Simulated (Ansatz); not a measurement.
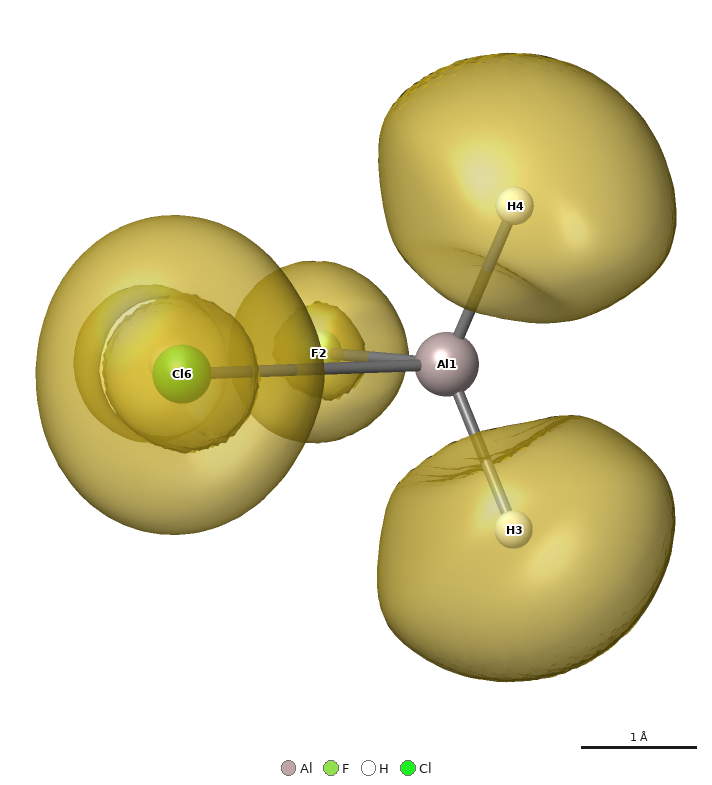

*AlClFH₃. Isosurface of the ELF at 0.75 (yellow), seen across its widest extent. Core shells and regions of very low density are left out.*

Method: Ansatz 0.2.0, RKS PBE-D4/def2-SVPD.

```
atom    x (Å)    y (Å)    z (Å)
  Al  -0.6150   0.3369  -0.3623
   F  -0.7824  -0.6327   1.0795
   H  -0.9204  -0.4238  -1.7216
   H  -0.5981   1.9051  -0.1169
   H   1.0324  -0.8446   1.0066
  Cl   1.8834  -0.3408   0.1145
```

**Describe the localisation domains.**

The surface consists of two regions around hydrogen nuclei, one region wrapped around F (its valence shell) and one joined region spread over several atoms (Cl, H), in which their bonds and any lone pairs are merged. Along the contacts the grid gives the following. Al–F (1.75 Å): the ELF peaks at about 0.85 in the valence shell of F, 0.6 Å from its nucleus, and is about 0.30 at the midpoint. Al–Cl (2.63 Å): the ELF peaks at about 0.85 in the valence shell of Cl, 0.8 Å from its nucleus, and is about 0.55 at the midpoint.
